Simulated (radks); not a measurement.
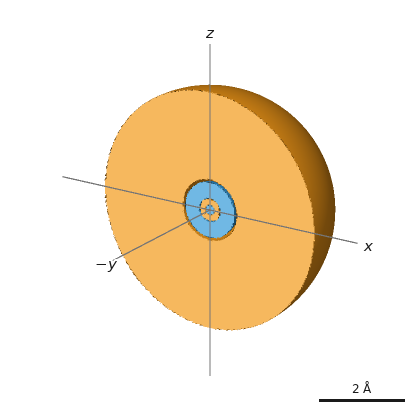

Fig. 1: One occupied orbital of up spin is shown. The surface of constant |ψ| that holds about 95 % of the electron is drawn, orange where ψ is positive and blue where it is negative, with the half in front of the xz plane cut away and the cut face painted. The radial function comes from the spherical calculation and is multiplied by a real spherical harmonic; the overall sign is chosen so that the largest lobe of P(r) is positive; at the scalar-relativistic level it is the large component. It is 6s of up spin. It has no angular node and 5 radial nodes, at r = 0.0227, 0.0903, 0.234, 0.541 and 1.37 bohr; only the outer 2 can be made out at this scale. The outermost maximum of P² lies at 2.88 bohr, ⟨r⟩ = 3.38 bohr, 90 % of the charge lies within 5.00 bohr, and the eigenvalue is −5.60 eV, with 1 electron in the shell for this spin.

**Run report: Hf, atomic calculation**

- system: the neutral hafnium atom in the configuration [Xe] 4f14 5d2 6s2 (high spin).
- method: scalar-relativistic Kohn-Sham, r2SCAN, spin-polarised, spherical densities, finite nucleus (the in-house radial solver radks)

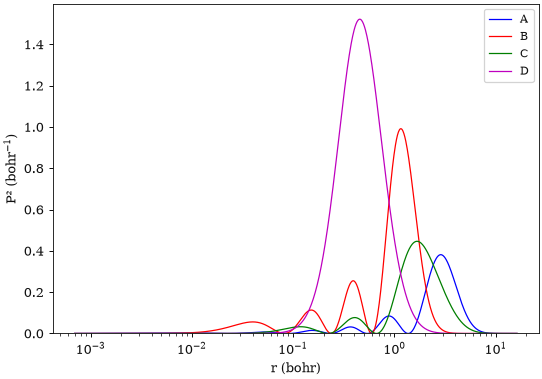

Fig. 2: The radial probability densities P² of 5d up, 4f up, 6s up and 5p up. A is 6s up; B is 5p up; C is 5d up; D is 4f up. 4f up: outer maximum at 0.456 bohr, ⟨r⟩ = 0.679 bohr, 0 nodes, eigenvalue −17.0 eV; 5p up: outer maximum at 1.16 bohr, ⟨r⟩ = 1.35 bohr, 3 nodes, eigenvalue −37.1 eV; 5d up: outer maximum at 1.68 bohr, ⟨r⟩ = 2.43 bohr, 2 nodes, eigenvalue −3.18 eV; 6s up: outer maximum at 2.88 bohr, ⟨r⟩ = 3.38 bohr, 5 nodes, eigenvalue −5.60 eV.

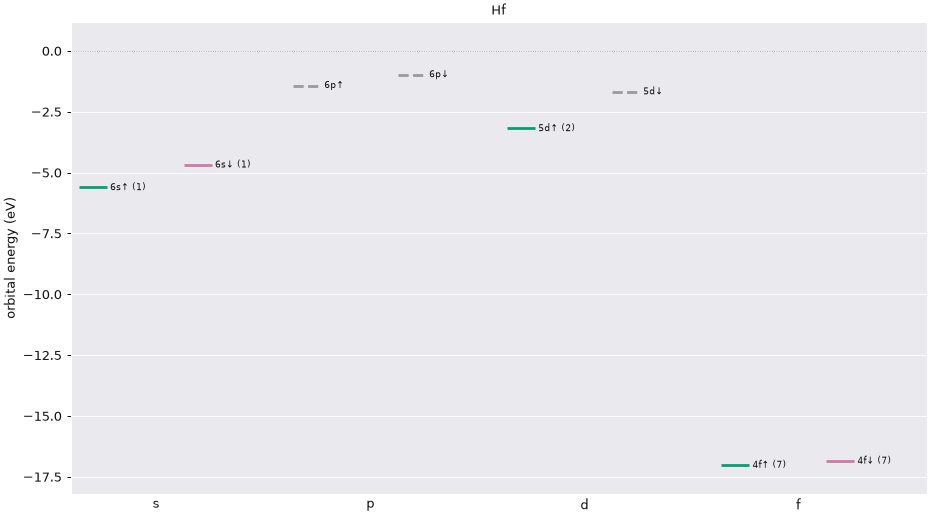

Fig. 3: The outer levels are drawn (occupations in brackets, up spins at the left of each column and down spins at the right, empty levels dashed). The highest occupied level is 5d up at −3.18 eV. From the top down the occupied levels run 5d up (−3.18 eV), 6s down (−4.67 eV), 6s up (−5.60 eV), 4f down (−16.8 eV), 4f up (−17.0 eV). The lowest empty level drawn is 5d down at −1.67 eV. The largest exchange splitting (down less up) among the shells drawn in both spins is that of 5d, 1.51 eV.

Input and output of the run follow.

**Input**
```
Z 72
configuration [Xe] 4f14 5d2 6s2 6p0 7s0 5f0 6d0
relativity scalar-relativistic
functional r2scan,r2scan
spin polarised
nucleus finite rms 5.347 fm
c 137.035999084
```

Energies in input and log are in hartree, lengths in bohr (the nuclear radius in fm).

**The program's output**
```
1s      1   1.0000       -2401.72658456
2s      1   1.0000        -411.66185055
2p      1   3.0000        -361.38354126
3s      1   1.0000         -94.14333910
3p      1   3.0000         -79.04951552
3d      1   5.0000         -61.15418448
4s      1   1.0000         -19.16028254
4p      1   3.0000         -14.18663498
4d      1   5.0000          -7.72591742
4f      1   7.0000          -0.62502250
5s      1   1.0000          -2.53448135
5p      1   3.0000          -1.36371865
5d      1   2.0000          -0.11674523
6s      1   1.0000          -0.20585118
6p      1   0.0000          -0.05228280
7s      1   0.0000          -0.00003236
5f      1   0.0000           0.00027011
6d      1   0.0000           0.00018315
1s      2   1.0000       -2401.72692328
2s      2   1.0000        -411.65867022
2p      2   3.0000        -361.38122696
3s      2   1.0000         -94.14393196
3p      2   3.0000         -79.04987650
3d      2   5.0000         -61.15307685
4s      2   1.0000         -19.15916832
4p      2   3.0000         -14.18583417
4d      2   5.0000          -7.72472139
4f      2   7.0000          -0.61880802
5s      2   1.0000          -2.50947931
5p      2   3.0000          -1.32391130
5d      2   0.0000          -0.06122643
6s      2   1.0000          -0.17168219
6p      2   0.0000          -0.03602814
7s      2   0.0000           0.00006011
5f      2   0.0000           0.00027133
6d      2   0.0000           0.00018458
Etot -15077.775074924453
Ekin 16516.155474593903
Encl -37193.71236509696
Eh 5907.8863492648015
Exc -308.1045336861995
err 2.147982229808828e-06
it 13
```

**Orbitals**

```
orbital  occupation  energy (eV)  ⟨r⟩ (bohr)  outer maximum (bohr)
1s down           1     −65354.3     0.01899                0.0119
  1s up           1     −65354.3     0.01899                0.0119
  2s up           1     −11201.9     0.08036                0.0680
2s down           1     −11201.8     0.08036                0.0680
  2p up           3      −9833.7     0.07173                0.0557
2p down           3      −9833.7     0.07173                0.0557
3s down           1      −2561.8      0.2084                 0.192
  3s up           1      −2561.8      0.2084                 0.192
3p down           3      −2151.1      0.2084                 0.190
  3p up           3      −2151.0      0.2084                 0.190
  3d up           5      −1664.1      0.1890                 0.155
3d down           5      −1664.1      0.1890                 0.155
  4s up           1     −521.378      0.4684                 0.437
4s down           1     −521.348      0.4684                 0.438
  4p up           3     −386.038      0.4975                 0.458
4p down           3     −386.016      0.4975                 0.458
  4d up           5     −210.233      0.5353                 0.471
4d down           5     −210.200      0.5353                 0.471
  5s up           1      −68.967       1.141                  1.02
5s down           1      −68.286       1.134                  1.02
  5p up           3      −37.109       1.347                  1.16
5p down           3      −36.025       1.333                  1.16
  4f up           7      −17.008      0.6787                 0.456
4f down           7      −16.839      0.6734                 0.456
  6s up           1       −5.601       3.385                  2.88
6s down           1       −4.672       3.632                  3.02
  5d up           2       −3.177       2.434                  1.68
5d down           0       −1.666       2.622                  1.65
  6p up           0       −1.423       4.820                  3.88
6p down           0       −0.980       4.799                  4.13
```

**Results in brief**

- outcome: converged
- total energy: −15077.7751 hartree
- kinetic energy: 16516.1555 hartree
- electron–nucleus energy: −37193.7124 hartree
- Hartree energy: 5907.8863 hartree
- exchange–correlation energy: −308.104534 hartree
- radius at density 0.001 e/bohr³: 5.00 bohr
- SCF iterations: 13
- hardware: 1 CPU thread, shared host
